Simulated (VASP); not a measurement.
Band structure of Y2Ni2Sn (space group Immm). Level of theory: PBEsol GGA, VASP's PBE PAW potentials (set 64) (plane waves; VASP 6.6.1).

Unless said otherwise, spin-orbit coupling is left out, though it shifts the bands of the heavy elements here.

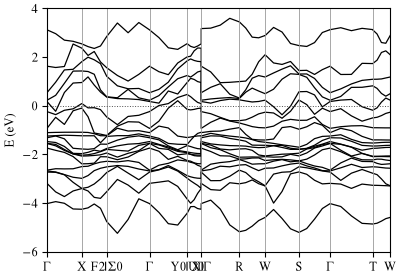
Figure: Bands along high-symmetry lines, zero at the valence-band maximum or, without a gap, the Fermi level

Q: Read the plot: is there a gap, and where are the band edges?

A: It has no gap at this level: it comes out as a metal or semimetal.

The structure comes from a computed database's Y2Ni2Sn entry (Immm); how it stands against other phases isn't given here. The cell was not relaxed at this level. The k-mesh is coarse (spacing up to 0.37 per Å, 2π included), so the numbers may not be converged in it. The run is not spin-polarised, so no magnetic state was tried.
